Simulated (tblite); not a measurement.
# Run report: C6H13Si, geometry relaxation (part 3 of 4)

Continued. System: C6H13Si, multiplicity 2. Method: GFN2-xTB geometry optimisation, gas phase (tblite 0.8.0). It belongs to a series of runs on one base structure; here: H added to sp C.

Geometry of the input (Å):
```
C  3.2956  0.1314  0.4971
C  2.1314  -0.8116  0.4689
C  0.9206  -0.5001  0.1777
Si -0.8708  -0.0143  -0.2788
C  -0.9471  1.8060  -0.6672
C  -1.4356  -1.0141  -1.7621
C  -1.9971  -0.3836  1.1787
H  3.7342  0.1716  1.5032
H  4.0617  -0.1995  -0.2049
H  2.9787  1.1482  0.2275
H  2.3499  -1.8503  0.7387
H  -0.6278  2.4044  0.1836
H  -1.9719  2.1048  -0.9244
H  -0.2914  2.0439  -1.5246
H  -1.3992  -2.0773  -1.5444
H  -0.7899  -0.8137  -2.6096
H  -2.4564  -0.7493  -2.0291
H  -1.6921  0.1780  2.0644
H  -3.0321  -0.1151  0.9513
H  -1.9659  -1.4489  1.4426
```

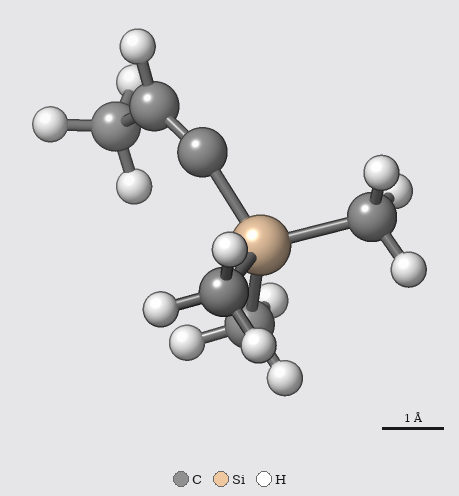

Figure 1. The geometry at step 67 of the log (ball-and-stick view, seen at a tilt).

Trajectory as extended XYZ, continued
```
20
Properties=species:S:1:pos:R:3:forces:R:3 step=53 energy=-573.34091
C     3.0911    0.2278    0.4410    0.0120  -0.0020  -0.0010
C     2.0932   -0.9040    0.4892    0.0050  -0.0090  -0.0040
C     0.8269   -0.8342    0.2297   -0.0050   0.0120  -0.0030
Si   -0.8014   -0.1268   -0.2334   -0.0060   0.0140   0.0180
C    -0.7916    1.7506   -0.6297    0.0050   0.0090   0.0010
C    -1.3976   -1.0101   -1.8141   -0.0020  -0.0050   0.0060
C    -1.9841   -0.3604    1.2448    0.0000  -0.0050  -0.0060
H     3.5521    0.3480    1.4198   -0.0010   0.0160   0.0130
H     3.8753   -0.0092   -0.2759    0.0110   0.0000  -0.0170
H     2.6085    1.1560    0.1516   -0.0260   0.0000   0.0030
H     2.5436   -1.8540    0.7760    0.0030  -0.0050   0.0050
H    -0.4619    2.3367    0.2222    0.0120   0.0030   0.0030
H    -1.7935    2.0799   -0.8915    0.0180   0.0460  -0.0080
H    -0.1380    1.9785   -1.4656    0.0120   0.0040  -0.0020
H    -1.4552   -2.0851   -1.6830   -0.0080  -0.0170   0.0240
H    -0.7147   -0.8175   -2.6359   -0.0030  -0.0110  -0.0110
H    -2.3799   -0.6597   -2.1159   -0.0150  -0.0100  -0.0010
H    -1.6255    0.1910    2.1093   -0.0090  -0.0150  -0.0040
H    -2.9807    0.0053    1.0144   -0.0020  -0.0170   0.0040
H    -2.0718   -1.4020    1.5354   -0.0010  -0.0090  -0.0190
20
Properties=species:S:1:pos:R:3:forces:R:3 step=55 energy=-573.34183
C     3.0666    0.2391    0.4336    0.0520   0.0170   0.0050
C     2.0924   -0.9116    0.4872   -0.0090   0.0150   0.0350
C     0.8235   -0.8624    0.2361   -0.0160   0.0040  -0.0120
Si   -0.7969   -0.1374   -0.2292    0.0030   0.0290  -0.0290
C    -0.7682    1.7410   -0.6231    0.0020   0.0330  -0.0110
C    -1.3977   -1.0104   -1.8148   -0.0030   0.0030   0.0090
C    -1.9842   -0.3599    1.2447   -0.0080  -0.0050   0.0040
H     3.5312    0.3725    1.4091   -0.0150   0.0040   0.0250
H     3.8534    0.0131   -0.2836    0.0130   0.0150  -0.0390
H     2.5655    1.1577    0.1451   -0.0230  -0.0070  -0.0120
H     2.5609   -1.8497    0.7795    0.0100  -0.0360  -0.0020
H    -0.4358    2.3248    0.2297    0.0120  -0.0080   0.0040
H    -1.7668    2.0803   -0.8866    0.0240   0.0370  -0.0040
H    -0.1117    1.9666   -1.4579    0.0070  -0.0110   0.0100
H    -1.4664   -2.0854   -1.6861   -0.0050  -0.0020   0.0130
H    -0.7118   -0.8208   -2.6357   -0.0140  -0.0220   0.0090
H    -2.3763   -0.6488   -2.1170   -0.0060  -0.0180   0.0020
H    -1.6232    0.1866    2.1106    0.0010  -0.0050   0.0110
H    -2.9760    0.0153    1.0128   -0.0260  -0.0060  -0.0060
H    -2.0837   -1.4000    1.5341    0.0000  -0.0380  -0.0120
20
Properties=species:S:1:pos:R:3:forces:R:3 step=57 energy=-573.34447
C     3.0371    0.2607    0.4219    0.0630   0.0270   0.0150
C     2.0929   -0.9138    0.4815   -0.0140   0.0320   0.1100
C     0.8204   -0.8955    0.2446   -0.0290   0.0070  -0.0300
Si   -0.7904   -0.1490   -0.2237    0.0300   0.0520  -0.0970
C    -0.7241    1.7309   -0.6124   -0.0060   0.0560  -0.0190
C    -1.4064   -1.0145   -1.8085   -0.0080   0.0120   0.0150
C    -1.9904   -0.3661    1.2370   -0.0130  -0.0070   0.0080
H     3.5035    0.4126    1.3943   -0.0220  -0.0250   0.0280
H     3.8266    0.0467   -0.2961    0.0010   0.0590  -0.0490
H     2.5087    1.1654    0.1380    0.0030  -0.0140  -0.0530
H     2.5847   -1.8354    0.7827    0.0250  -0.0780  -0.0140
H    -0.3842    2.3061    0.2435    0.0190  -0.0190   0.0080
H    -1.7128    2.0959   -0.8795    0.0170   0.0120  -0.0020
H    -0.0597    1.9482   -1.4438    0.0060  -0.0290   0.0210
H    -1.4938   -2.0881   -1.6716    0.0050   0.0300  -0.0140
H    -0.7225   -0.8379   -2.6352   -0.0340  -0.0390   0.0440
H    -2.3815   -0.6366   -2.1046    0.0110  -0.0310  -0.0030
H    -1.6339    0.1678    2.1114    0.0070   0.0070   0.0300
H    -2.9745    0.0206    0.9959   -0.0590   0.0130  -0.0030
H    -2.1048   -1.4074    1.5132   -0.0020  -0.0640   0.0070
20
Properties=species:S:1:pos:R:3:forces:R:3 step=59 energy=-573.34672
C     3.0401    0.2782    0.4165    0.0340   0.0130   0.0260
C     2.0953   -0.8939    0.4758    0.1020  -0.0160   0.1570
C     0.8245   -0.8796    0.2439   -0.2010   0.0080  -0.0730
Si   -0.7875   -0.1373   -0.2271    0.0170   0.0410  -0.0380
C    -0.6853    1.7420   -0.6072    0.0000   0.0480  -0.0090
C    -1.4294   -1.0255   -1.7859    0.0130   0.0160  -0.0010
C    -2.0057   -0.3866    1.2141    0.0120   0.0010   0.0060
H     3.4985    0.4348    1.3915    0.0330  -0.0520   0.0190
H     3.8273    0.0624   -0.3046   -0.0090   0.1000  -0.0020
H     2.5029    1.1773    0.1393    0.0090   0.0670  -0.1200
H     2.5846   -1.8146    0.7784    0.0660  -0.1290   0.0000
H    -0.3325    2.2992    0.2552    0.0260  -0.0100   0.0100
H    -1.6564    2.1458   -0.8791   -0.0240  -0.0240  -0.0010
H    -0.0082    1.9413   -1.4321    0.0250  -0.0120   0.0050
H    -1.5269   -2.0931   -1.6147    0.0230   0.0150  -0.0400
H    -0.7633   -0.8774   -2.6321   -0.0290  -0.0430   0.0470
H    -2.4071   -0.6470   -2.0670   -0.0300  -0.0090  -0.0370
H    -1.6712    0.1278    2.1100   -0.0170  -0.0190  -0.0060
H    -2.9881   -0.0052    0.9579   -0.0580   0.0300   0.0260
H    -2.1166   -1.4379    1.4556    0.0060  -0.0230   0.0310
20
Properties=species:S:1:pos:R:3:forces:R:3 step=61 energy=-573.35025
C     3.0270    0.2833    0.4141   -0.0530  -0.0140   0.0140
C     2.0941   -0.9040    0.4841   -0.0060  -0.0140   0.0570
C     0.8199   -0.9051    0.2467    0.0530   0.0390  -0.0170
Si   -0.7853   -0.1442   -0.2268   -0.0030   0.0080   0.0210
C    -0.6797    1.7359   -0.6049    0.0090   0.0030   0.0040
C    -1.4257   -1.0222   -1.7915   -0.0200   0.0060   0.0070
C    -2.0040   -0.3817    1.2194   -0.0130  -0.0050  -0.0140
H     3.4881    0.4461    1.3875    0.0080  -0.0300  -0.0110
H     3.8152    0.0805   -0.3108   -0.0360   0.0560   0.0180
H     2.4778    1.1766    0.1300    0.0400  -0.0210  -0.0510
H     2.5974   -1.8236    0.7811    0.0000   0.0020  -0.0160
H    -0.3260    2.2905    0.2585    0.0200   0.0030   0.0080
H    -1.6519    2.1367   -0.8765   -0.0140  -0.0070  -0.0030
H    -0.0016    1.9323   -1.4291    0.0240   0.0050  -0.0050
H    -1.5267   -2.0909   -1.6319    0.0120   0.0060  -0.0140
H    -0.7535   -0.8722   -2.6304    0.0020  -0.0230  -0.0010
H    -2.4002   -0.6389   -2.0788   -0.0150  -0.0110  -0.0220
H    -1.6613    0.1343    2.1112   -0.0150  -0.0180  -0.0060
H    -2.9860    0.0088    0.9673   -0.0010  -0.0020   0.0280
H    -2.1225   -1.4316    1.4690    0.0080   0.0170   0.0050
20
Properties=species:S:1:pos:R:3:forces:R:3 step=63 energy=-573.35162
C     3.0141    0.2888    0.4119   -0.0210  -0.0040   0.0070
C     2.0926   -0.9063    0.4902   -0.0100  -0.0050  -0.0210
C     0.8195   -0.9099    0.2462    0.0390   0.0140   0.0020
Si   -0.7831   -0.1422   -0.2270   -0.0200  -0.0100   0.0330
C    -0.6649    1.7381   -0.6024    0.0060  -0.0140   0.0040
C    -1.4287   -1.0231   -1.7878   -0.0100  -0.0020  -0.0100
C    -2.0055   -0.3849    1.2159   -0.0120   0.0030   0.0050
H     3.4771    0.4560    1.3830    0.0120  -0.0010   0.0000
H     3.8017    0.0977   -0.3158   -0.0130   0.0050   0.0110
H     2.4589    1.1760    0.1213    0.0110  -0.0120  -0.0080
H     2.6033   -1.8242    0.7806   -0.0150   0.0240  -0.0010
H    -0.3065    2.2865    0.2634    0.0050   0.0060  -0.0050
H    -1.6341    2.1469   -0.8754    0.0150  -0.0100   0.0050
H     0.0180    1.9282   -1.4247    0.0060   0.0120   0.0000
H    -1.5316   -2.0909   -1.6248    0.0020  -0.0060   0.0060
H    -0.7567   -0.8829   -2.6282    0.0120  -0.0010  -0.0130
H    -2.4023   -0.6398   -2.0777   -0.0150  -0.0030  -0.0170
H    -1.6649    0.1246    2.1124   -0.0050  -0.0100  -0.0080
H    -2.9874    0.0081    0.9667    0.0050  -0.0060   0.0170
H    -2.1249   -1.4360    1.4608    0.0070   0.0180  -0.0070
20
Properties=species:S:1:pos:R:3:forces:R:3 step=65 energy=-573.35186
C     3.0063    0.2933    0.4100    0.0100   0.0050   0.0040
C     2.0924   -0.9064    0.4898    0.0030   0.0070  -0.0130
C     0.8196   -0.9144    0.2470   -0.0080   0.0040  -0.0030
Si   -0.7821   -0.1438   -0.2253   -0.0070  -0.0040  -0.0040
C    -0.6542    1.7364   -0.6000    0.0090  -0.0070   0.0020
C    -1.4313   -1.0240   -1.7860   -0.0040  -0.0010  -0.0080
C    -2.0073   -0.3866    1.2138   -0.0060   0.0030   0.0070
H     3.4710    0.4634    1.3798    0.0060   0.0040   0.0070
H     3.7939    0.1061   -0.3181    0.0010  -0.0010  -0.0020
H     2.4473    1.1771    0.1179    0.0000  -0.0010  -0.0010
H     2.6080   -1.8203    0.7807   -0.0080   0.0010   0.0020
H    -0.2938    2.2830    0.2663    0.0020   0.0020  -0.0050
H    -1.6209    2.1505   -0.8737    0.0140  -0.0110   0.0050
H     0.0307    1.9249   -1.4213    0.0000   0.0030   0.0050
H    -1.5370   -2.0912   -1.6199    0.0000   0.0010   0.0010
H    -0.7593   -0.8882   -2.6277    0.0020   0.0010   0.0000
H    -2.4045   -0.6384   -2.0757   -0.0030  -0.0060  -0.0150
H    -1.6680    0.1189    2.1123    0.0000   0.0010   0.0070
H    -2.9877    0.0082    0.9639   -0.0110   0.0020   0.0120
H    -2.1282   -1.4378    1.4545    0.0020  -0.0020   0.0000
20
Properties=species:S:1:pos:R:3:forces:R:3 step=67 energy=-573.35198
C     3.0052    0.2952    0.4100    0.0080   0.0040  -0.0050
C     2.0926   -0.9057    0.4885    0.0060   0.0110   0.0050
C     0.8197   -0.9157    0.2471   -0.0210   0.0060  -0.0080
Si   -0.7827   -0.1454   -0.2246    0.0020  -0.0010  -0.0180
C    -0.6502    1.7343   -0.5988    0.0070   0.0000   0.0020
C    -1.4329   -1.0242   -1.7863    0.0000   0.0000   0.0010
C    -2.0090   -0.3866    1.2136    0.0000   0.0010   0.0000
H     3.4706    0.4661    1.3795   -0.0030   0.0030   0.0000
H     3.7924    0.1089   -0.3187    0.0070  -0.0010  -0.0040
H     2.4449    1.1777    0.1167    0.0010   0.0030   0.0060
H     2.6091   -1.8185    0.7810   -0.0040  -0.0060  -0.0010
H    -0.2899    2.2814    0.2669    0.0060  -0.0010   0.0060
H    -1.6159    2.1496   -0.8726   -0.0030  -0.0050   0.0000
H     0.0345    1.9236   -1.4199    0.0070  -0.0050  -0.0010
H    -1.5392   -2.0913   -1.6189   -0.0010   0.0030  -0.0050
H    -0.7602   -0.8892   -2.6277   -0.0030  -0.0010   0.0040
H    -2.4060   -0.6380   -2.0765    0.0050  -0.0080  -0.0120
H    -1.6693    0.1176    2.1125    0.0010   0.0040   0.0120
H    -2.9890    0.0088    0.9638   -0.0120   0.0020   0.0110
H    -2.1299   -1.4380    1.4528   -0.0040  -0.0080   0.0050
20
Properties=species:S:1:pos:R:3:forces:R:3 step=69 energy=-573.35209
C     3.0077    0.2948    0.4109   -0.0060  -0.0010  -0.0110
C     2.0924   -0.9046    0.4880   -0.0010   0.0050   0.0090
C     0.8193   -0.9130    0.2459   -0.0050   0.0070  -0.0050
Si   -0.7843   -0.1450   -0.2255    0.0000   0.0020  -0.0020
C    -0.6506    1.7345   -0.5990    0.0010   0.0050   0.0010
C    -1.4335   -1.0243   -1.7874    0.0020  -0.0010   0.0030
C    -2.0099   -0.3863    1.2146    0.0030  -0.0010  -0.0010
H     3.4729    0.4650    1.3809   -0.0080   0.0000  -0.0100
H     3.7943    0.1081   -0.3184    0.0100  -0.0050   0.0020
H     2.4482    1.1776    0.1167    0.0040   0.0060   0.0130
H     2.6062   -1.8191    0.7808   -0.0030   0.0040  -0.0040
H    -0.2909    2.2826    0.2663    0.0080  -0.0050   0.0090
H    -1.6167    2.1486   -0.8725   -0.0090   0.0010  -0.0030
H     0.0334    1.9247   -1.4202    0.0100  -0.0080  -0.0040
H    -1.5381   -2.0913   -1.6191   -0.0030  -0.0020  -0.0060
H    -0.7598   -0.8892   -2.6277    0.0000   0.0000   0.0010
H    -2.4067   -0.6403   -2.0798    0.0050  -0.0050  -0.0070
H    -1.6693    0.1178    2.1136    0.0000   0.0000   0.0010
H    -2.9912    0.0083    0.9671    0.0010  -0.0020   0.0090
H    -2.1287   -1.4382    1.4533   -0.0060   0.0000   0.0050
20
Properties=species:S:1:pos:R:3:forces:R:3 step=71 energy=-573.35217
C     3.0086    0.2942    0.4108   -0.0080  -0.0010  -0.0050
C     2.0915   -0.9038    0.4882   -0.0070   0.0000  -0.0010
C     0.8185   -0.9107    0.2447    0.0100   0.0050   0.0000
Si   -0.7855   -0.1439   -0.2264   -0.0080   0.0050   0.0110
C    -0.6510    1.7357   -0.5993   -0.0050   0.0020  -0.0020
C    -1.4333   -1.0245   -1.7880    0.0000  -0.0030  -0.0020
C    -2.0098   -0.3861    1.2154    0.0000  -0.0030   0.0030
H     3.4733    0.4640    1.3810   -0.0030  -0.0020  -0.0090
H     3.7956    0.1068   -0.3182    0.0020  -0.0050   0.0060
H     2.4500    1.1778    0.1175    0.0050   0.0060   0.0060
H     2.6036   -1.8197    0.7804   -0.0040   0.0100  -0.0030
H    -0.2912    2.2837    0.2664    0.0030  -0.0090   0.0000
H    -1.6179    2.1487   -0.8728    0.0030   0.0050  -0.0010
H     0.0332    1.9255   -1.4208    0.0020  -0.0070   0.0040
H    -1.5367   -2.0916   -1.6194   -0.0030  -0.0050  -0.0040
H    -0.7588   -0.8894   -2.6277    0.0050   0.0010  -0.0020
H    -2.4064   -0.6427   -2.0830    0.0010   0.0000  -0.0020
H    -1.6688    0.1178    2.1147    0.0020  -0.0030  -0.0080
H    -2.9925    0.0074    0.9706    0.0090  -0.0040   0.0040
H    -2.1275   -1.4385    1.4542   -0.0040   0.0070   0.0020
20
Properties=species:S:1:pos:R:3:forces:R:3 step=73 energy=-573.35224
C     3.0068    0.2956    0.4095   -0.0010   0.0030   0.0030
C     2.0907   -0.9030    0.4880   -0.0030   0.0020  -0.0060
C     0.8179   -0.9113    0.2444    0.0010   0.0030   0.0020
Si   -0.7862   -0.1444   -0.2261   -0.0060   0.0010   0.0020
C    -0.6480    1.7351   -0.5986   -0.0050  -0.0030  -0.0010
C    -1.4339   -1.0250   -1.7882    0.0000  -0.0030  -0.0030
C    -2.0105   -0.3864    1.2156   -0.0020  -0.0030   0.0040
H     3.4713    0.4660    1.3794    0.0010  -0.0030   0.0020
H     3.7948    0.1082   -0.3185   -0.0070   0.0000   0.0020
H     2.4476    1.1794    0.1178    0.0050   0.0030  -0.0050
H     2.6041   -1.8179    0.7802   -0.0020   0.0030   0.0000
H    -0.2873    2.2817    0.2677   -0.0010  -0.0080  -0.0040
H    -1.6146    2.1488   -0.8722    0.0080   0.0110  -0.0010
H     0.0372    1.9235   -1.4197   -0.0040  -0.0060   0.0060
H    -1.5384   -2.0920   -1.6195    0.0000  -0.0020  -0.0030
H    -0.7589   -0.8903   -2.6275    0.0060  -0.0010   0.0010
H    -2.4065   -0.6429   -2.0846    0.0010   0.0030   0.0020
H    -1.6691    0.1166    2.1150    0.0060  -0.0010  -0.0030
H    -2.9930    0.0076    0.9719    0.0040   0.0010  -0.0020
H    -2.1292   -1.4386    1.4537   -0.0010   0.0000   0.0030
20
Properties=species:S:1:pos:R:3:forces:R:3 step=75 energy=-573.35229
C     3.0050    0.2976    0.4086    0.0040   0.0030   0.0050
C     2.0905   -0.9021    0.4874    0.0030   0.0060  -0.0020
C     0.8176   -0.9126    0.2445   -0.0120   0.0040   0.0000
Si   -0.7869   -0.1457   -0.2254    0.0010  -0.0090  -0.0100
C    -0.6451    1.7332   -0.5976   -0.0020  -0.0050   0.0020
C    -1.4349   -1.0254   -1.7883    0.0010   0.0000   0.0000
C    -2.0115   -0.3868    1.2156    0.0010  -0.0010   0.0000
H     3.4699    0.4685    1.3781    0.0010  -0.0030   0.0090
H     3.7936    0.1104   -0.3188   -0.0080   0.0020  -0.0040
H     2.4454    1.1812    0.1174    0.0040   0.0010  -0.0090
H     2.6054   -1.8157    0.7802   -0.0010  -0.0020   0.0000
H    -0.2833    2.2784    0.2688   -0.0010  -0.0030   0.0020
H    -1.6102    2.1493   -0.8716    0.0000   0.0140  -0.0030
H     0.0410    1.9203   -1.4180    0.0000  -0.0050  -0.0010
H    -1.5410   -2.0924   -1.6201    0.0020   0.0010  -0.0030
H    -0.7592   -0.8911   -2.6273    0.0030  -0.0020   0.0040
H    -2.4070   -0.6420   -2.0851    0.0020   0.0030   0.0020
H    -1.6693    0.1156    2.1148    0.0070   0.0010   0.0050
H    -2.9932    0.0086    0.9719   -0.0040   0.0050  -0.0030
H    -2.1319   -1.4386    1.4534    0.0000  -0.0080   0.0050
20
Properties=species:S:1:pos:R:3:forces:R:3 step=77 energy=-573.35239
C     3.0032    0.3001    0.4078    0.0040  -0.0010   0.0020
C     2.0891   -0.9000    0.4862    0.0050   0.0060   0.0050
C     0.8161   -0.9122    0.2441   -0.0140   0.0030  -0.0010
Si   -0.7897   -0.1475   -0.2253    0.0060  -0.0180  -0.0130
C    -0.6427    1.7309   -0.5966    0.0020  -0.0040   0.0040
C    -1.4358   -1.0264   -1.7894    0.0030   0.0020   0.0020
C    -2.0128   -0.3876    1.2169    0.0040   0.0020  -0.0040
H     3.4684    0.4704    1.3773   -0.0020  -0.0010   0.0120
H     3.7918    0.1128   -0.3192   -0.0030   0.0010  -0.0100
H     2.4445    1.1842    0.1162    0.0010  -0.0040  -0.0050
H     2.6047   -1.8133    0.7797    0.0000   0.0000  -0.0030
H    -0.2787    2.2732    0.2703   -0.0010   0.0040   0.0110
H    -1.6048    2.1525   -0.8714   -0.0100   0.0120  -0.0030
H     0.0454    1.9151   -1.4156    0.0050  -0.0030  -0.0120
H    -1.5432   -2.0935   -1.6225    0.0020   0.0020  -0.0010
H    -0.7574   -0.8921   -2.6264   -0.0010  -0.0020   0.0040
H    -2.4067   -0.6416   -2.0881    0.0030   0.0020   0.0000
H    -1.6676    0.1145    2.1150    0.0030   0.0010   0.0080
H    -2.9938    0.0100    0.9743   -0.0080   0.0060  -0.0010
H    -2.1351   -1.4390    1.4552    0.0010  -0.0090   0.0050
20
Properties=species:S:1:pos:R:3:forces:R:3 step=79 energy=-573.35246
C     3.0031    0.3000    0.4081    0.0010  -0.0020   0.0000
C     2.0874   -0.8991    0.4857   -0.0010   0.0030   0.0040
C     0.8145   -0.9101    0.2434    0.0020  -0.0010   0.0010
Si   -0.7919   -0.1476   -0.2261    0.0010  -0.0040   0.0000
C    -0.6441    1.7311   -0.5970    0.0020   0.0000   0.0000
C    -1.4349   -1.0270   -1.7907    0.0010   0.0000   0.0000
C    -2.0125   -0.3877    1.2186    0.0000   0.0010  -0.0010
H     3.4679    0.4691    1.3781   -0.0030   0.0010   0.0030
H     3.7911    0.1119   -0.3194    0.0010  -0.0010  -0.0040
H     2.4460    1.1849    0.1156   -0.0010  -0.0050   0.0010
H     2.6019   -1.8133    0.7791   -0.0010   0.0050  -0.0040
H    -0.2791    2.2724    0.2705   -0.0030   0.0010   0.0040
H    -1.6052    2.1558   -0.8721   -0.0010   0.0020   0.0000
H     0.0451    1.9140   -1.4156    0.0000  -0.0010  -0.0060
H    -1.5415   -2.0942   -1.6243   -0.0010   0.0000   0.0010
H    -0.7545   -0.8922   -2.6259   -0.0010  -0.0010  -0.0010
H    -2.4054   -0.6430   -2.0914    0.0020   0.0020  -0.0010
H    -1.6647    0.1146    2.1159   -0.0010  -0.0020   0.0000
H    -2.9941    0.0102    0.9782    0.0000   0.0020   0.0020
H    -2.1343   -1.4393    1.4578    0.0010   0.0010   0.0000
```
